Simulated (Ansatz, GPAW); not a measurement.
# Geometry or basis: what sets the conductance of an In chain with a Cu atom bridging one bond, part 2 of 4

Aim: the conductance of an In chain with a Cu atom bridging one bond after relaxation, and whether geometry, basis or functional moves it most.

GPAW 26.7.0 and Ansatz 0.2.0; Ansatz plane waves; relaxation of the junction with the lead ends held (the session's first sound run).

So far. Step 2 (Relaxing the atoms): The relaxation lowered the energy of the cell by 0.260 eV.

## Step 3: Plane-wave reference (PBE)

A plane-wave run comes first: its basis does not favour the atoms, so it serves as the reference for the orbital bases.

This step: Ansatz plane waves; Landauer transmission by layers, zero bias (Ansatz 0.2.0).

Input file input.yaml:

```yaml
crystal:
  lattice:
    - [9.0, 0.0, 0.0]
    - [0.0, 9.0, 0.0]
    - [0.0, 0.0, 35.6]
  atoms:
    - { symbol: In, position: [0.5, 0.5, 0.0414325843] }
    - { symbol: In, position: [0.5, 0.5, 0.1242977528] }
    - { symbol: In, position: [0.5, 0.5, 0.2071629213] }
    - { symbol: In, position: [0.5, 0.5, 0.2900280899] }
    - { symbol: In, position: [0.5505828477, 0.4245363028, 0.3744749567] }
    - { symbol: In, position: [0.4889406767, 0.5345399107, 0.4573740244] }
    - { symbol: Cu, position: [0.7223607233, 0.4939296502, 0.4998090405] }
    - { symbol: In, position: [0.4873036358, 0.4628025325, 0.5421206592] }
    - { symbol: In, position: [0.5535763499, 0.571214065, 0.6252056531] }
    - { symbol: In, position: [0.5, 0.5, 0.7099719101] }
    - { symbol: In, position: [0.5, 0.5, 0.7928370787] }
    - { symbol: In, position: [0.5, 0.5, 0.8757022472] }
    - { symbol: In, position: [0.5, 0.5, 0.9585674157] }
kpoints:
  mp_grid: { grid: [1, 1, 2] }
hamiltonian:
  xc: pbe
scf:
  occupations: { method: fermi_dirac, width: 0.1 }
output:
  transmission:
    leads: [[0, 1]]
    e_range: [-2, 2]
    de: 0.025
    kmesh: [1, 1]
    reduced_basis: true
  write_potential: true
  write_density: true
  volumetric_format: npy
  elf: true
```

Launch:

```console
$ ansatz run input.yaml --threads 4 --pin off --max-ram 8192MiB --backend cpu --events-out ev --progress --plain --runs-dir out
```

Numbers of over 12 decimals in the logs are rounded to 6 here.

Log:

```text
[...]
Crystal: 13 atoms, lattice volume = 2883.600 Å³
Basis set: ecut = 420 eV, 56259 PW (Γ)
Bands: 105, of which v1, the nominal top of the filled ones, is band 88 counted from 1 (87 counted from 0)
Symmetry: 1 space group operations
[...]
k-points: 2
[...]
SCF iter   1: F=—  HF=-73784.405131 eV  |F-HF|=—  |Δ(HF+E_count)|=         —  Δρ=1.46e-3  dr2=1.18e0  ethr=1.77e-3  ⟨swp⟩=6.5  Hψ=762  notcnv=0
[...]
SCF iter  11: F=-73784.360500 eV  HF=-73784.360500 eV  |F-HF|=4.09e-8  |Δ(HF+E_count)|=   2.12e-9  Δρ=1.16e-6  dr2=6.05e-8  ethr=5.71e-11  ⟨swp⟩=6.5  Hψ=564  notcnv=0
SCF 1 converged in 11 iterations: F = -73784.360500 eV  dr2 = 6.05e-8
[...]
transmission: 45 of 270 steps passed
transmission: 90 of 270 steps passed
[...]
transmission: 270 of 270 steps passed
WARN: The output density's exchange-correlation potential varies sharply where the density is thin. Do not read a vacuum level from v_tot or v_xc, or from such a field of the output density. On a cell that repeats whose density bears no net charge and no dipole along the vacuum's axis use v_es (v_loc + v_h of the components); under efield.dipole_correction with no amplitude use v_es + v_field, which holds any externa [...]
SCF converged after 11 iterations
Free energy (F): -73784.360500 eV
[...]
Internal energy: -73783.573726 eV  (E = F + TS)
E sigma→0 (E₀):  -73783.967113 eV
Entropy (-TS):   -0.786773 eV (-60.521 meV/atom)
Fermi energy:    -1.813928 eV
[...]
--- Band table (eV) ---
  k-point 0: bands = [... 84 lower, -2.0384, -1.9507, -1.9470, -1.8572, -1.7104, -1.6120, -1.5934, -1.5117, ... 13 higher]
  k-point 1: bands = [... 84 lower, -1.9619, -1.9519, -1.8235, -1.8220, -1.7610, -1.7415, -1.5470, -1.4003, ... 13 higher]
--- Transmission ---
  basis      : 717 plane waves across, 45 finite elements along
  points     : 1, standing for a mesh of 1 x 1
  filling    : by the input's occupations and mesh, since the crystals that have channels conduct as metals do. If one of these is a semiconductor, that mesh has misplaced its level
  energies   : 161 from -2.000000 to 2.000000 eV about the Fermi level, 0.025000 eV apart; the leads are filled to 0.000000 eV, and channels, transmission and decay are at 0.000000 eV
  crystal 0  : In1, at the sites [0, 1], period 2.9500 Å, over 23.60 Å; its Hamiltonian steps by up to 21.8 meV
    offset         : up to 0.0000 Å between an atom of the period and one for which it stands
    filled         : 26.7 meV over the level at which it is neutral
    channels       : 3.000000e0 a spin
    conductance    : 2.8681e14 S/m² at 300 K; may be off by some 0.0 % by where its bands' edges are placed, 0.1 % from the distance to neutral
  junction   : crystal 0 to crystal 0, 0.00 to 32.65 Å
    transmission   : 1.294725e0 a spin
    error estimate : 4.041021e-4 a spin from the reduction of the transverse basis, at the most 2.469440e-3 at 1.925000 eV
    conductance    : 1.2327e14 S/m² at 300 K (1.2328e14 on every other energy)
    error estimate : 0.0 % from the energy spacing and 0.0 % from band edges of the leads and from resonances (wavevectors taken as independent; lower de), 0.1 % from the reduction of the transverse basis, 6.3 % from the steps of its leads' Hamiltonians or their offsets (lay more layers), 4.0 % from the distance to neutral
    resistance     : 4.6262e-3 Ω µm² beyond half of each lead's own
```

The job ended after 1.8 min (4 threads of Intel Xeon Platinum 8259CL at 2.50GHz (Skylake/Cascade Lake), shared host; peak memory 3.6 GiB; 4.8 min of CPU time).

Reading the cycles: dr2 is the Hartree energy of the density residual (eV), the measure of convergence; HF is the Harris–Foulkes estimate of the energy, which meets the free energy F at convergence.

This step gave:

```
free energy                                             : -73784.3605 eV
lead level                                              : 0 eV from the Fermi level
transmission at the Fermi level (one spin)              : 1.295
open channels of the lead at the Fermi level (one spin) : 3
step of the potential along the lead                    : 21.8 meV
offset of the lead                                      : 0 Å
filling of the lead less its bulk value, in size        : 26.7 meV
conductance                                             : 1.289 G₀
```

One spin. Table of transmission, zone mean by energy, zero at the Fermi level:

| energy (eV) | transmission, zone mean |
| --- | --- |
| -2.0000 | 0.144 |
| -1.7500 | 0 |
| -1.5000 | 0 |
| -1.2500 | 0.00226 |
| -1.0000 | 0.0896 |
| -0.7500 | 0.189 |
| -0.5000 | 0.326 |
| -0.2500 | 0.952 |
| 0.0000 | 1.29 |
| 0.2500 | 1.71 |
| 0.5000 | 2.21 |
| 0.7500 | 2.61 |
| 0.9000 | 2.66 |
| 1.0000 | 2.65 |
| 1.2500 | 2.54 |
| 1.5000 | 2.42 |
| 1.7500 | 2.53 |
| 1.9500 | 2.66 |
| 2.0000 | 2.61 |

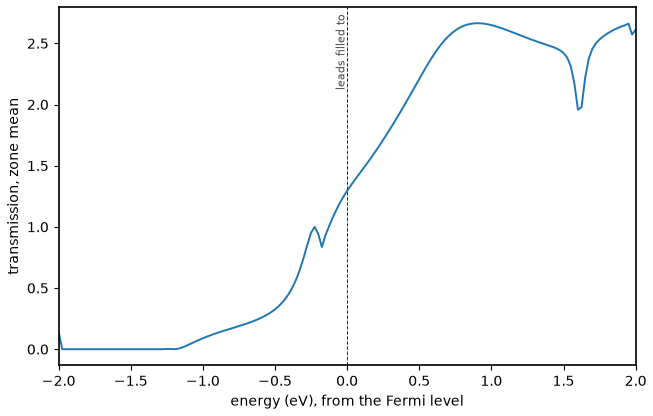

Transmission, zone mean against energy.

One spin. Table of open channels, zone mean by energy, zero at the Fermi level:

| energy (eV) | open channels, zone mean |
| --- | --- |
| -2.000 | 1 |
| -1.800 | 0 |
| -1.600 | 0 |
| -1.400 | 0 |
| -1.200 | 1 |
| -1.000 | 1 |
| -0.800 | 1 |
| -0.600 | 1 |
| -0.400 | 1 |
| -0.200 | 1 |
| 0.000 | 3 |
| 0.200 | 3 |
| 0.400 | 3 |
| 0.600 | 3 |
| 0.800 | 3 |
| 1.000 | 3 |
| 1.200 | 3 |
| 1.400 | 3 |
| 1.600 | 3 |
| 1.800 | 3 |
| 2.000 | 3 |

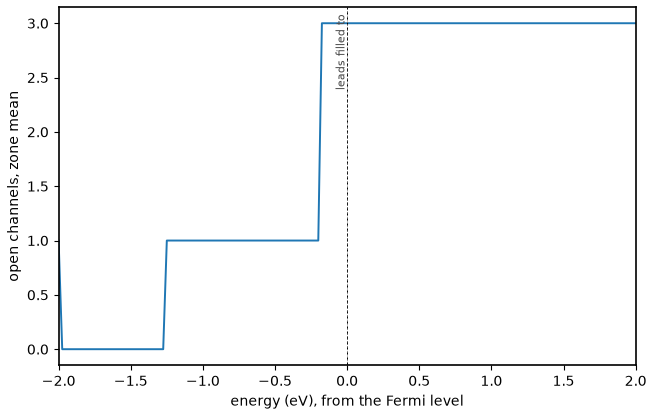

Open channels, zone mean against energy.

Crystal 0, spin -, k parallel (0, 0); distinct values, listed up to 1.5 1/Å. The Im kz of the slowest decaying states by energy, zero at the Fermi level:

| energy (eV) | decay 1 (Å⁻¹) | decay 2 (Å⁻¹) | decay 3 (Å⁻¹) | decay 4 (Å⁻¹) |
| --- | --- | --- | --- | --- |
| -2.000 | 0.628 | 0.629 | 1.10 | 1.22 |
| -1.500 | 0.0374 | 0.540 | 0.540 | 1.04 |
| -1.000 | 0.428 | 0.428 | 0.972 | 1.11 |
| -0.500 | 0.269 | 0.269 | 0.900 | 1.05 |
| 0.000 | 0.822 | 0.979 | 1.10 | 1.10 |
| 0.500 | 0.736 | 0.909 | 1.04 | 1.04 |
| 1.000 | 0.638 | 0.832 | 0.982 | 0.982 |
| 1.500 | 0.523 | 0.748 | 0.917 | 0.917 |
| 2.000 | 0.374 | 0.653 | 0.841 | 0.847 |

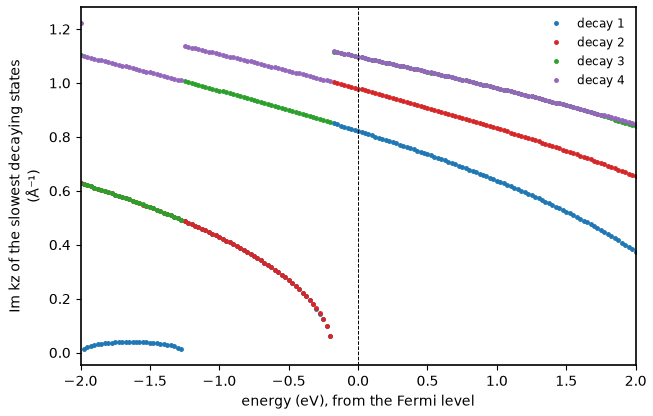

Im kz of the slowest decaying states against energy.

Crystal 0, spin -, k parallel (0, 0). Table of Re kz of states that move upwards by energy, zero at the Fermi level:

| energy (eV) | channel 1 (Å⁻¹) | channel 2 (Å⁻¹) | channel 3 (Å⁻¹) |
| --- | --- | --- | --- |
| -2.0000 | 1.06 | - | - |
| -1.7500 | - | - | - |
| -1.5000 | - | - | - |
| -1.2500 | -1.06 | - | - |
| -1.0000 | -1.01 | - | - |
| -0.7500 | -0.983 | - | - |
| -0.5000 | -0.956 | - | - |
| -0.2500 | -0.931 | - | - |
| 0.0000 | -0.907 | 0.206 | 0.207 |
| 0.2500 | -0.883 | 0.318 | 0.319 |
| 0.5000 | -0.860 | 0.401 | 0.401 |
| 0.7500 | -0.837 | 0.471 | 0.471 |
| 1.0000 | -0.815 | 0.533 | 0.533 |
| 1.2500 | -0.793 | 0.589 | 0.589 |
| 1.5000 | -0.771 | 0.641 | 0.641 |
| 1.7500 | -0.750 | 0.691 | 0.691 |
| 2.0000 | -0.729 | 0.738 | 0.738 |

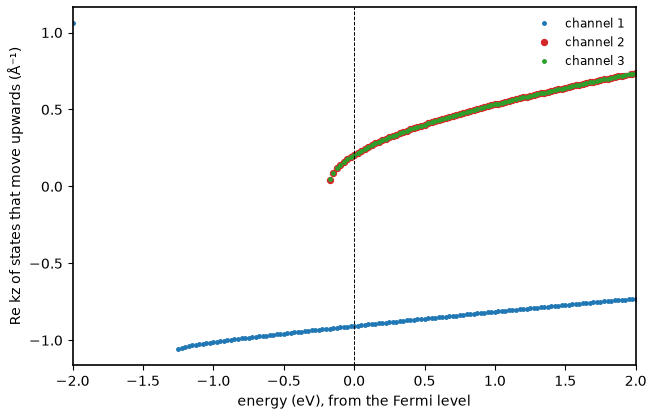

Re kz of states that move upwards, plotted against energy.

The electrostatic potential energy of an electron (with the applied field's), less the Fermi level, planar mean oscillates, so the rows of the table below give means over windows of 2.97 Å about each position, cut where the curve ends. Its maxima inside the range that stand out by 2 % of the span (Å: eV): 3.0: 3.28, 5.9: 3.28, 8.9: 3.23, 11.9: 3.16, 14.8: 3.22, 17.1: 2.26, 18.4: 2.26, 20.8: 3.21, 23.7: 3.16, 26.7: 3.22, 29.7: 3.28, 32.6: 3.28. Its minima: 1.5: 1.56, 4.5: 1.56, 7.4: 1.55, 10.4: 1.47, 13.3: 1.39, 16.3: 1.62, 17.8: 1.93, 19.3: 1.62, 22.2: 1.38, 25.2: 1.47, 28.2: 1.55, 31.1: 1.56, 34.1: 1.56.

The electrostatic potential energy of an electron (with the applied field's), less the Fermi level, planar mean by z; means over each step:

| z (Å) | electrostatic potential energy of an electron (with the applied field's), less the Fermi level, planar mean (eV) |
| --- | --- |
| 1.49 | 2.48 |
| 4.46 | 2.49 |
| 7.42 | 2.47 |
| 10.39 | 2.39 |
| 13.36 | 2.34 |
| 16.33 | 2.22 |
| 19.30 | 2.25 |
| 22.27 | 2.34 |
| 25.24 | 2.39 |
| 28.21 | 2.47 |
| 31.18 | 2.49 |
| 34.15 | 2.43 |

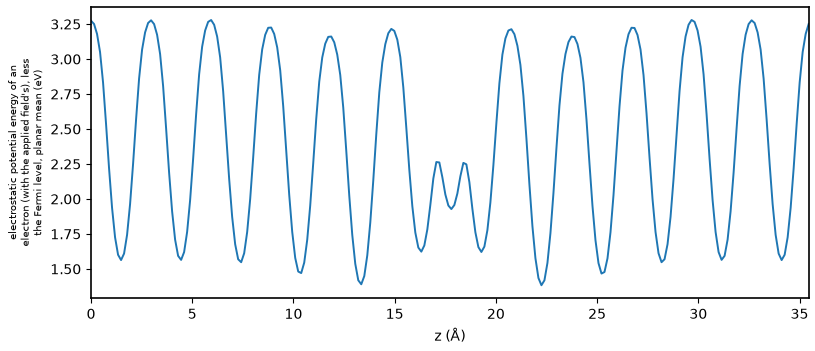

Electrostatic potential energy of an electron (with the applied field's), less the Fermi level, planar mean, plotted against z.

The valence density, planar mean oscillates, so the rows of the table below give means over windows of 2.97 Å about each position, cut where the curve ends. Its maxima inside the range that stand out by 2 % of the span (Å: e/Å³): 1.5: 0.144, 4.5: 0.144, 7.4: 0.144, 10.4: 0.143, 13.3: 0.144, 16.3: 0.147, 17.8: 0.340, 19.3: 0.147, 22.2: 0.144, 25.2: 0.143, 28.2: 0.144, 31.1: 0.144, 34.1: 0.144. Its minima: 3.0: 0.0116, 5.9: 0.0118, 8.9: 0.0119, 11.9: 0.0111, 14.8: 0.0114, 17.1: 0.0506, 18.5: 0.0510, 20.8: 0.0113, 23.7: 0.0109, 26.7: 0.0119, 29.7: 0.0118, 32.6: 0.0116.

The valence density, planar mean by z; means over each step:

| z (Å) | valence density, planar mean (e/Å³) |
| --- | --- |
| 1.49 | 0.0541 |
| 4.46 | 0.0541 |
| 7.42 | 0.0542 |
| 10.39 | 0.0540 |
| 13.36 | 0.0537 |
| 16.33 | 0.0964 |
| 19.30 | 0.0909 |
| 22.27 | 0.0537 |
| 25.24 | 0.0540 |
| 28.21 | 0.0542 |
| 31.18 | 0.0541 |
| 34.15 | 0.0570 |

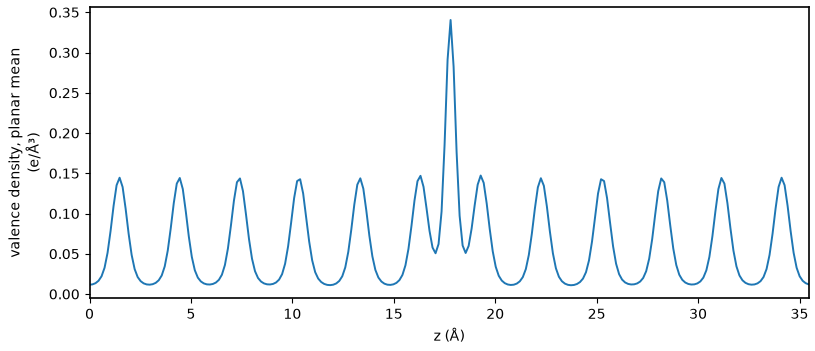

Valence density, planar mean, plotted against z.

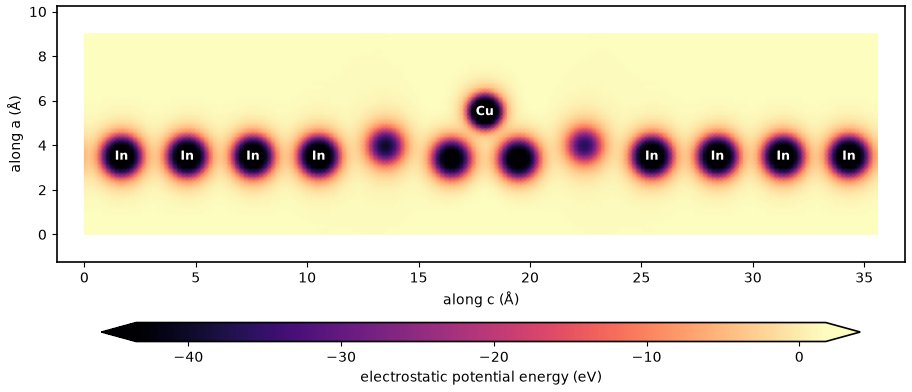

Electrostatic potential energy in the ca plane at fractional y = 0.494, with atoms of In and Cu within 0.2 Å of it. With pseudopotentials it is smooth inside the atoms' cores, unlike the true potential.

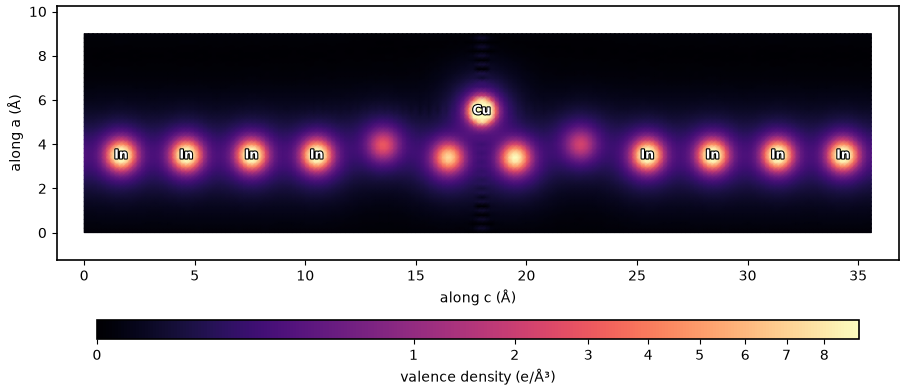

Valence density in the ca plane at fractional y = 0.494, with atoms of In and Cu within 0.2 Å of it. It is the smooth field of the valence electrons, not physical close to the nuclei. The colour scale is stretched toward low values.

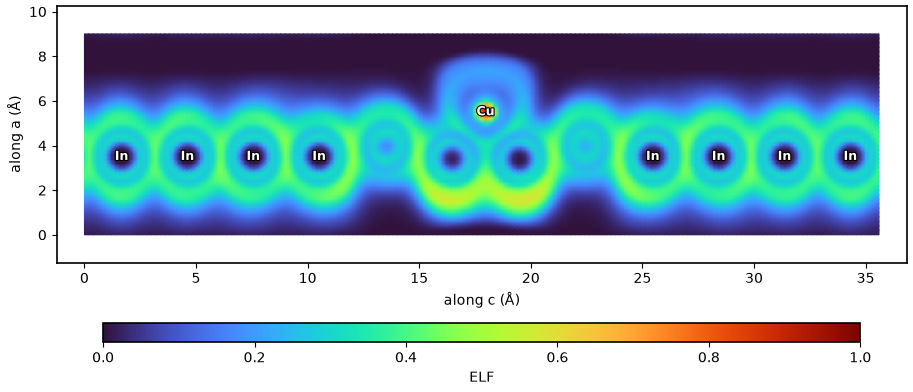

ELF in the ca plane at fractional y = 0.494, with atoms of In and Cu within 0.2 Å of it. It is the smooth field of the valence electrons, not physical close to the nuclei.

The largest of the program's own error estimates on the conductance is 6.3 %. T at the Fermi level is 1.29 of 3 open channels a spin.

[end of part 2 of 4]

[Logs are printed without paths, hosts, clocks, repeated set-up lines and the standing remarks that a program may print on its own settings, such as how far it seeks lower states.]

[Hosts, paths, dates, database ids (printed as entryN), source tags and the programs' standing remarks are cut or masked in the printed files.]
